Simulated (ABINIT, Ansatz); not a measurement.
**A GW run on WS2 (Tungstenite) in ABINIT, with inputs changed**

A base run on WS2 (Tungstenite), then changed inputs.

Calculated with ABINIT 10.8.3; PBE and many-body steps on it, plane waves.

The database entry behind the starting cell differs from later determinations by our own check (an axis about 1.4 % long against later determinations), so it need not match the best structure at ambient conditions.

### Step 1. The starting structure

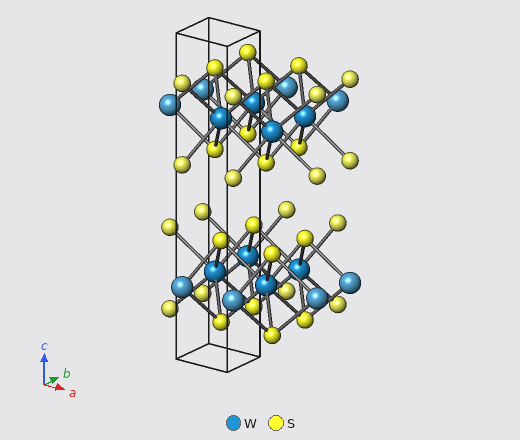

The starting structure, seen slightly off an axis (tungsten blue, sulfur yellow). 2×2×1 cells are drawn. Some periodic images of atoms are drawn too.

The cell and positions come from the Crystallography Open Database and are kept as given unless a step says otherwise. Spin-orbit coupling is left out unless a step names it.

### Step 2. Screening, 3×3×1 mesh, 127 bands, screening to 114.3 eV

This step: ABINIT 10.8.3; RPA screening on PBE, plane waves, norm-conserving pseudopotentials.

The RPA dielectric matrix is built and inverted for each q.

Input file run.abi:

```
acell 3*1.0 Angstrom
rprim 
  3.179999999980 0.000000000005 0.000000000000
  -1.589999999994 2.753960784015 0.000000000000
  0.000000000000 0.000000000000 12.500000000000
ntypat 2
znucl 74 16
natom 6
typat 1 1 2 2 2 2
xred 
  0.333333333333 0.666666666667 0.250000000000
  0.666666666667 0.333333333333 0.750000000000
  0.333333333333 0.666666666667 0.625000000000
  0.666666666667 0.333333333333 0.125000000000
  0.333333333333 0.666666666667 0.875000000000
  0.666666666667 0.333333333333 0.375000000000
pp_dirpath "pseudos"
pseudos "W.upf, S.upf"
ecut 31
ngkpt 3 3 1
nshiftk 1
shiftk 0 0 0
kptopt 1
chksymbreak 0
istwfk *1
occopt 1
irdwfk 1
optdriver 3
nband 127
ecuteps 4.2
inclvkb 2
awtr 1
symchi 1
indata_prefix "in"
outdata_prefix "out"
tmpdata_prefix "tmp"
```

Launch:

```console
> OMP_NUM_THREADS=1 mpirun -n 4 abinit run.abi > log
```

Output:

```text
.Version 10.8.3 of ABINIT. v10.8.2 released Aug 2026.

 Symmetries : space group P6_3/m m c (#194); Bravais hP (primitive hexag.)
[... echo of the input left out ...]
== DATASET  1 ==================================================================
-   mpi_nproc: 4, omp_nthreads: 1 (-1 if OMP is not activated)

--- !DatasetInfo
iteration_state: {dtset: 1, }
dimensions: {natom: 6, nkpt: 3, mband: 127, nsppol: 1, nspinor: 1, nspden: 1, mpw: 6137, }
cutoff_energies: {ecut:  31.0, pawecutdg:  -1.0, }
electrons: {nelect:   5.20000000E+01, charge:   0.00000000E+00, occopt:   1.00000000E+00, tsmear:   1.00000000E-02, }

 SCREENING: Calculation of the susceptibility and dielectric matrices

 Based on a program developped by R.W. Godby, V. Olevano, G. Onida, and L. Reining.
 Incorporated in ABINIT by V. Olevano, G.-M. Rignanese, and M. Torrent.
.Using double precision arithmetic ; gwpc =  8

[... cell and pseudopotentials left out ...]
--------------------------------------------------------------------------------

 ==== K-mesh for the wavefunctions ====
 Number of points in the irreducible wedge :     3
[... list of points left out ...]
 Together with 24 symmetry operations and time-reversal symmetry
 yields     9 points in the full Brillouin Zone.

 ==== Q-mesh for the screening function ====
 Number of points in the irreducible wedge :     3
[... list of points left out ...]
 Together with 24 symmetry operations and time-reversal symmetry
 yields     9 points in the full Brillouin Zone.

 setmesh: FFT mesh size selected  =    20x   20x   90
          total number of points  =        36000

 vcoul_init : cutoff-mode = AUXILIARY_FUNCTION
 q-points for optical limit:   1
     1)      0.000010    0.000020    0.000030

- screening: taking advantage of time-reversal symmetry
- Maximum band index for partially occupied states nbvw = 26
- Remaining bands to be divided among processors   nbcw = 101
- Number of bands treated by each node ~25

 Number of electrons calculated from density =   52.0000; Expected =   52.0000
 average of density, n =  0.070390
 r_s =    1.5024
 omega_plasma =   25.5924 [eV]

 calculating chi0 at frequencies [eV] :
  1    0.000000E+00    0.000000E+00
  2    0.000000E+00    2.559243E+01

--------------------------------------------------------------------------------
  q-point number  1        q = ( 0.000000, 0.000000, 0.000000) [r.l.u.]
--------------------------------------------------------------------------------
[... chi0 elements left out ...]
 For q-point:  0.000010 0.000020 0.000030
  dielectric constant =  18.0814
  dielectric constant without local fields =  20.2877

  Average fulfillment of the sum rule on Im[epsilon] for q-point    1 :     77.24  [%]
[... wings left out ...]
  q-point number  2        q = ( 0.333333, 0.000000, 0.000000) [r.l.u.]
--------------------------------------------------------------------------------
[... chi0 elements left out ...]
  Average fulfillment of the sum rule on Im[epsilon] for q-point    2 :     72.72  [%]

 [... 1 further q-points ...]
```

Run time: 22 s. Hardware: 4 MPI ranks of Arm Neoverse V2, shared host; peak memory 1 GiB; 86 s of CPU time.

Numbers from this step:

| Quantity | Value |
| --- | --- |
| ε∞ with local fields, on this mesh, along the program's q direction | 18.08 |
| the same without local fields | 20.29 |
| plasma frequency | 25.59 eV |
| plane waves in the screening matrix | 303 |

Local fields lower ε∞ by 11 %. On a Γ-centred mesh this coarse the value itself is usually too large, while a short band sum pulls it down.

### Step 3. Base

The self-energy is evaluated for the states that the input lists, and the levels follow from it, in one-shot runs by the linearised quasiparticle equation.

This step: G0W0 on PBE, plane waves, norm-conserving pseudopotentials.

run.abi, as its differences from that of step 2:

```diff
@@ -27,8 +27,17 @@
 irdwfk 1
-optdriver 3
+optdriver 4
 nband 127
+gwcalctyp 0
+ecutsigx 31
+symsigma 1
+nkptgw 2
+kptgw 
+  0.0000000000 0.0000000000 0.0000000000
+  0.3333333333 0.3333333333 0.0000000000
+bdgw 
+  25 28
+  25 28
 ecuteps 4.2
-inclvkb 2
-awtr 1
-symchi 1
+irdscr 1
+ppmodel 1
 indata_prefix "in"
```

Output:

```text
.Version 10.8.3 of ABINIT. v10.8.2 released Aug 2026.

 Symmetries : space group P6_3/m m c (#194); Bravais hP (primitive hexag.)
[... echo of the input left out ...]
== DATASET  1 ==================================================================
-   mpi_nproc: 4, omp_nthreads: 1 (-1 if OMP is not activated)

--- !DatasetInfo
iteration_state: {dtset: 1, }
dimensions: {natom: 6, nkpt: 3, mband: 127, nsppol: 1, nspinor: 1, nspden: 1, mpw: 6137, }
cutoff_energies: {ecut:  31.0, pawecutdg:  -1.0, }
electrons: {nelect:   5.20000000E+01, charge:   0.00000000E+00, occopt:   1.00000000E+00, tsmear:   1.00000000E-02, }

 SIGMA: Calculation of the GW corrections

 Based on a program developped by R.W. Godby, V. Olevano, G. Onida, and L. Reining.
 Incorporated in ABINIT by V. Olevano, G.-M. Rignanese, and M. Torrent.
.Using double precision arithmetic ; gwpc =  8

[... cell and pseudopotentials left out ...]
--------------------------------------------------------------------------------

 ==== K-mesh for the wavefunctions ====
 Number of points in the irreducible wedge :     3
[... list of points left out ...]
 Together with 24 symmetry operations and time-reversal symmetry
 yields     9 points in the full Brillouin Zone.

 ==== Q-mesh for screening function ====
 Number of points in the irreducible wedge :     3
[... list of points left out ...]
 Together with 24 symmetry operations and time-reversal symmetry
 yields     9 points in the full Brillouin Zone.

 vcoul_init : cutoff-mode = AUXILIARY_FUNCTION
 q-points for optical limit:   1
     1)      0.000010    0.000020    0.000030
 setmesh: FFT mesh size selected  =    27x   27x  120
          total number of points  =        87480

 Number of electrons calculated from density =   52.0000; Expected =   52.0000
 average of density, n =  0.070390
 r_s =    1.5024
 omega_plasma =   25.5924 [eV]

 === KS Band Gaps ===
  >>>> For spin  1
   Minimum direct gap =   1.7368 [eV], located at k-point      :   0.3333  0.3333  0.0000
   Fundamental gap    =   1.1751 [eV], Top of valence bands at :   0.0000  0.0000  0.0000
                                       Bottom of conduction at :   0.3333  0.3333  0.0000
 SIGMA fundamental parameters:
 PLASMON POLE MODEL  1
 number of plane-waves for SigmaX                 6137
 number of plane-waves for SigmaC and W            303
 number of plane-waves for wavefunctions          6137
 number of bands                                   127
 number of independent spin polarizations            1
 number of spinorial components                      1
 number of k-points in IBZ                           3
 number of q-points in IBZ                           3
 number of symmetry operations                      24
 number of k-points in BZ                            9
 number of q-points in BZ                            9
 number of frequencies for dSigma/dE                 9
 frequency step for dSigma/dE [eV]                0.25
 number of omega for Sigma on real axis              0
 max omega for Sigma on real axis  [eV]           0.00
 zcut for avoiding poles [eV]                     0.10

 EPSILON^-1 parameters (SCR file):
 dimension of the eps^-1 matrix on file            303
 dimension of the eps^-1 matrix used               303
 number of plane-waves for wavefunctions          6137
 number of bands                                   127
 number of q-points in IBZ                           3
 number of frequencies                               2
 number of real frequencies                          1
 number of imag frequencies                          1

 matrix elements of self-energy operator (all in [eV])

 Perturbative Calculation

--- !SelfEnergy_ee
iteration_state: {dtset: 1, }
kpoint     : [   0.000,    0.000,    0.000, ]
spin       : 1
KS_gap     :    2.245
QP_gap     :    2.770
Delta_QP_KS:    0.525
data: !SigmaeeData |
     Band     E0 <VxcDFT>   SigX SigC(E0)      Z dSigC/dE  Sig(E)    E-E0       E
       25   7.984 -14.390 -15.587   1.435   0.788  -0.269 -14.202   0.187   8.171
       26   9.072 -15.531 -16.377   1.252   0.784  -0.275 -15.212   0.319   9.391
       27  11.317 -15.192 -10.304  -3.816   0.788  -0.270 -14.347   0.844  12.161
       28  11.317 -15.192 -10.304  -3.816   0.788  -0.270 -14.347   0.844  12.161

--- !SelfEnergy_ee
iteration_state: {dtset: 1, }
kpoint     : [   0.333,    0.333,    0.000, ]
spin       : 1
KS_gap     :    1.737
QP_gap     :    2.478
Delta_QP_KS:    0.741
data: !SigmaeeData |
     Band     E0 <VxcDFT>   SigX SigC(E0)      Z dSigC/dE  Sig(E)    E-E0       E
       25   8.343 -15.064 -16.308   1.556   0.787  -0.271 -14.819   0.245   8.588
       26   8.510 -15.440 -16.624   1.549   0.786  -0.273 -15.153   0.287   8.797
       27  10.247 -16.292 -11.224  -3.761   0.786  -0.272 -15.265   1.028  11.274
       28  10.247 -16.292 -11.224  -3.761   0.786  -0.272 -15.265   1.028  11.274

== END DATASET(S) ==============================================================
================================================================================

 -outvars: echo values of variables after computation  --------
           etotal      0.0000000000E+00
            nband         127
             nkpt           3
          spgroup         194
 [... the other variables as echoed above ...]

 Calculation completed.
```

Elapsed: 7 s, on 4 MPI ranks; peak memory 0.73 GiB; 27 s of CPU time.

Numbers from this step:

| Quantity | Value |
| --- | --- |
| G0W0 gap on the points computed | 1.883 eV |
| starting gap on the mesh | 1.175 eV |
| k of the valence top | 0, 0, 0 |
| k of the conduction bottom | 0.3333, 0.3333, 0 |
| Z at the valence top | 0.784 |
| Z at the conduction bottom | 0.786 |
| least direct G0W0 gap on the computed points | 2.477 eV |

The gap on the mesh goes from 1.17 eV to 1.88 eV, a correction of +0.71 eV.

### Step 4. Scissors in G

run.abi, as its differences from that of step 3:

```diff
@@ -42,2 +42,3 @@
 ppmodel 1
+mbpt_sciss 1.0 eV
 indata_prefix "in"
```

Output:

```text
.Version 10.8.3 of ABINIT. v10.8.2 released Aug 2026.

 Symmetries : space group P6_3/m m c (#194); Bravais hP (primitive hexag.)
[... echo of the input left out ...]
== DATASET  1 ==================================================================
-   mpi_nproc: 4, omp_nthreads: 1 (-1 if OMP is not activated)

--- !DatasetInfo
iteration_state: {dtset: 1, }
dimensions: {natom: 6, nkpt: 3, mband: 127, nsppol: 1, nspinor: 1, nspden: 1, mpw: 6137, }
cutoff_energies: {ecut:  31.0, pawecutdg:  -1.0, }
electrons: {nelect:   5.20000000E+01, charge:   0.00000000E+00, occopt:   1.00000000E+00, tsmear:   1.00000000E-02, }

 SIGMA: Calculation of the GW corrections

 Based on a program developped by R.W. Godby, V. Olevano, G. Onida, and L. Reining.
 Incorporated in ABINIT by V. Olevano, G.-M. Rignanese, and M. Torrent.
.Using double precision arithmetic ; gwpc =  8

[... cell and pseudopotentials left out ...]
--------------------------------------------------------------------------------

 ==== K-mesh for the wavefunctions ====
 Number of points in the irreducible wedge :     3
[... list of points left out ...]
 Together with 24 symmetry operations and time-reversal symmetry
 yields     9 points in the full Brillouin Zone.

 ==== Q-mesh for screening function ====
 Number of points in the irreducible wedge :     3
[... list of points left out ...]
 Together with 24 symmetry operations and time-reversal symmetry
 yields     9 points in the full Brillouin Zone.

 vcoul_init : cutoff-mode = AUXILIARY_FUNCTION
 q-points for optical limit:   1
     1)      0.000010    0.000020    0.000030
 setmesh: FFT mesh size selected  =    27x   27x  120
          total number of points  =        87480

 Number of electrons calculated from density =   52.0000; Expected =   52.0000
[...]
max omega for Sigma on real axis  [eV]           0.00
 zcut for avoiding poles [eV]                     0.10
 scissor energy [eV]                              1.00

 EPSILON^-1 parameters (SCR file):
 dimension of the eps^-1 matrix on file            303
 dimension of the eps^-1 matrix used               303
 number of plane-waves for wavefunctions          6137
 number of bands                                   127
 number of q-points in IBZ                           3
 number of frequencies                               2
 number of real frequencies                          1
 number of imag frequencies                          1

 matrix elements of self-energy operator (all in [eV])

 Perturbative Calculation

--- !SelfEnergy_ee
iteration_state: {dtset: 1, }
kpoint     : [   0.000,    0.000,    0.000, ]
spin       : 1
KS_gap     :    2.245
QP_gap     :    2.865
Delta_QP_KS:    0.619
data: !SigmaeeData |
     Band     E0 <VxcDFT>   SigX SigC(E0)      Z dSigC/dE  Sig(E)    E-E0       E
       25   7.984 -14.390 -15.587   1.520   0.791  -0.264 -14.134   0.255   8.239
       26   9.072 -15.531 -16.377   1.346   0.788  -0.269 -15.137   0.394   9.466
       27  11.317 -15.192 -10.304  -3.870   0.790  -0.266 -14.178   1.014  12.331
[...]
--- !SelfEnergy_ee
iteration_state: {dtset: 1, }
kpoint     : [   0.333,    0.333,    0.000, ]
spin       : 1
KS_gap     :    1.737
QP_gap     :    2.580
Delta_QP_KS:    0.843
data: !SigmaeeData |
     Band     E0 <VxcDFT>   SigX SigC(E0)      Z dSigC/dE  Sig(E)    E-E0       E
[...]
27  10.247 -16.292 -11.224  -3.817   0.788  -0.268 -15.094   1.198  11.445
       28  10.247 -16.292 -11.224  -3.817   0.788  -0.268 -15.094   1.198  11.445

== END DATASET(S) ==============================================================
================================================================================

 -outvars: echo values of variables after computation  --------
           etotal      0.0000000000E+00
            nband         127
             nkpt           3
          spgroup         194
 [... the other variables as echoed above ...]

 Calculation completed.
```

It took 7 s on 4 MPI ranks; peak memory 0.73 GiB.

Numbers from this step:

* G0W0 gap on the points computed: 1.979 eV
* starting gap on the mesh: 1.175 eV
* k of the valence top: 0, 0, 0
* k of the conduction bottom: 0.3333, 0.3333, 0
* Z at the valence top: 0.788
* Z at the conduction bottom: 0.788
* least direct G0W0 gap on the computed points: 2.58 eV

### Step 5. Another k mesh than the file's

run.abi, as its differences from that of step 4:

```diff
@@ -19,3 +19,3 @@
 ecut 31
-ngkpt 3 3 1
+ngkpt 4 4 2
 nshiftk 1
@@ -42,3 +42,2 @@
 ppmodel 1
-mbpt_sciss 1.0 eV
 indata_prefix "in"
```

Output:

```text
.Version 10.8.3 of ABINIT. v10.8.2 released Aug 2026.

 Symmetries : space group P6_3/m m c (#194); Bravais hP (primitive hexag.)
================================================================================
 Values of the parameters that define the memory need of the present run
     intxc =       0    ionmov =       0      iscf =       7    lmnmax =       8
     lnmax =       8     mgfft =     120  mpssoang =       4    mqgrid =    5921
     natom =       6  nloc_mem =       1    nspden =       1   nspinor =       1
    nsppol =       1      nsym =      24    n1xccc =    2501    ntypat =       2
    occopt =       1   xclevel =       2
-    mband =         127        mffmem =           1         mkmem =           2
       mpw =        6137          nfft =      122880          nkpt =           8
================================================================================
  Rough estimation (10% accuracy) of disk space for files :
================================================================================

--------------------------------------------------------------------------------
------------- Echo of variables that govern the present computation ------------
--------------------------------------------------------------------------------
 -outvars: echo values of preprocessed input variables --------
            acell      1.8897261259E+00  1.8897261259E+00  1.8897261259E+00 Bohr

             bdgw          25      28      25      28
      chksymbreak           0
             ecut      3.10000000E+01 Hartree
          ecuteps      4.20000000E+00 Hartree
         ecutsigx      3.10000000E+01 Hartree
          ecutwfn      3.10000000E+01 Hartree
-          fftalg         312
           irdscr           1
           irdwfk           1

[...]
.Using double precision arithmetic ; gwpc =  8

 Real(R)+Recip(G) space primitive vectors, cartesian coordinates (Bohr,Bohr^-1):
 R(1)=  6.0093291  0.0000000  0.0000000  G(1)=  0.1664079  0.0960757  0.0000000
 R(2)= -3.0046645  5.2042316  0.0000000  G(2)=  0.0000000  0.1921513  0.0000000
 R(3)=  0.0000000  0.0000000 23.6215766  G(3)=  0.0000000  0.0000000  0.0423342
 Unit cell volume ucvol=  7.3873978E+02 bohr^3
 Angles (23,13,12)=  9.00000000E+01  9.00000000E+01  1.20000000E+02 degrees

--- Pseudopotential description ------------------------------------------------
- W Generated using ONCVPSP code by D. R. Hamann
- 74.00000  14.00000  171031                  znucl, zion, pspdat
12 -101130 3 -1 1396                          pspcod,pspxc,lmax,lloc,mmax
     nproj     2     2     2     2
  pspatm : epsatm=   11.70739509
         --- l  ekb(1:nproj) -->
[...]
pspatm: atomic psp has been read  and splines computed

- S Generated using ONCVPSP code by D. R. Hamann
- 16.00000   6.00000  171031                  znucl, zion, pspdat
12 -101130 2 -1 1146                          pspcod,pspxc,lmax,lloc,mmax
     nproj     2     2     2     0
  pspatm : epsatm=    9.01821529
         --- l  ekb(1:nproj) -->
[...]
1    3.227080    0.887329
             2   -3.547662   -0.986524
 pspatm: atomic psp has been read  and splines computed

   3.09335787E+03                                ecore*ucvol(ha*bohr**3)
--------------------------------------------------------------------------------

--- !ERROR
message: |
    Cannot continue, basic dimensions/parameters reported in the header do not agree with input file.
    Check consistency between the content of the WFK external file and the input file.

--- !ERROR
message: |
    Cannot continue, basic dimensions/parameters reported in the header do not agree with input file.
    Check consistency between the content of the WFK external file and the input file.

--- from the log ---
Cannot continue, basic dimensions/parameters reported in the header do not agree with input file.
    Check consistency between the content of the WFK external file and the input file.
```

Run time: 2.5 s. Hardware: 4 MPI ranks; peak memory 0.05 GiB.

The run stopped with an error after 2.5 s.

The program's words: Cannot continue, basic dimensions/parameters reported in the header do not agree with input file. Check consistency between the content of the WFK external file and the input file.

The fault put into this input: another k mesh than the file's.

### Step 6. The runs together

Times are wall times on 4 MPI ranks of Arm Neoverse V2, shared host, good to a factor of about two. A run's time includes the screening step that it read.

```csv
run,mesh,bands,screening cutoff (eV),DFT gap (eV),gap on the mesh (eV),direct (eV),ε∞ used,time
base,3×3×1,127,114.3,1.175,1.883,2.477,18.08,29 s
scissors in G,3×3×1,127,114.3,1.175,1.979,2.580,18.08,29 s
```

### Step 7. Summary of results

* base: 1.883 eV
* scissors in G: 1.979 eV
* known limits: not at the basis limit; no spin-orbit coupling; coarse k mesh

In words: Scissors in G: +0.096 eV against base (keys changed: mbpt_sciss). Bands and cutoff are finite, so the gap is not at the basis limit. The miss can reach some tenths of an eV and take either sign; the mesh is an error of its own. In the G0W0 runs levels were corrected at 2 k points alone, so a gap called «on the mesh» is the least over those, and an edge elsewhere would be missed. A denser mesh or path gives a starting gap of 1.05 eV: the GW mesh misses a band edge, so its gaps are not the fundamental one. The 3×3×1 mesh is coarse for this cell, which bears on the long-range parts of exchange and screening. The many-body steps are scalar-relativistic: spin-orbit coupling is not in them.

[Paths, hosts, dates, memory and timing lines, banners, echoed tables and standing remarks are left out of the program output.]

[Logs are printed without paths, hosts, clocks, repeated set-up lines and the standing remarks that a program may print on its own settings, such as how far it seeks lower states.]

[Runs of the session that timed out or met a known fault of the program may be left out.]

[Hosts, paths, dates, database ids (printed as entryN), source tags and the programs' standing remarks are cut or masked in the printed files.]

[G0W0 gaps are taken among the corrected bands and points alone; a level outside them can change the order at an edge.]

[Where Ansatz stands beside ABINIT at settings called matched, ABINIT's density can come from a denser mesh and the files from another edition; pairs whose starting gaps differed by over 0.03 eV were left out, so agreement reads better than it is.]
